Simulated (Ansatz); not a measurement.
Breaking the Ge1–H2 bond in GeHI (SMILES [GeH][I]) (multiplicity 1 held, fragments rigid). Energies count from the point at 1.601 Å.
Geometry at that point (charge 0, multiplicity 1):
```xyz
3

Ge    -0.9106    -0.7551     1.0568
H     -1.9308    -1.2404    -0.0782
I      0.5862     0.4793    -0.6366
```

R- and RO- levels are restricted; in cc, def2 and unpolarised 6-31G sets they are followed outwards from rest. Unrestricted levels (U-) break spin symmetry where that is lower. Active spaces are followed from a long bond inwards. Curves can end on different states.

Cores are frozen in the correlated methods. Filled d and f shells under p-block atoms count as core.

Programs: Ansatz (Gaussian orbitals). Each number belongs to the level named beside it. In def2 rows elements past Kr take small-core potentials, without spin–orbit coupling.

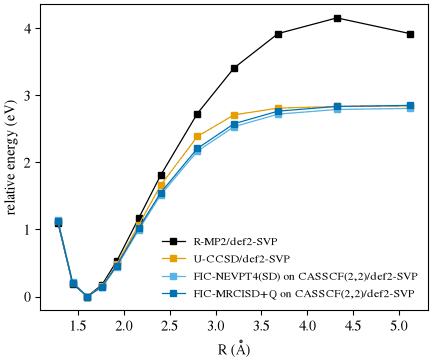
Figure. Relative energy along the coordinate

Doubts at one or more of the structures used: a restricted determinant that unrestricted orbitals would lower (R-MP2/def2-SVP); a spin-contaminated determinant (U-CCSD/def2-SVP); T1 above 0.05 (U-CCSD/def2-SVP).

Ansatz is a program for electronic structure.
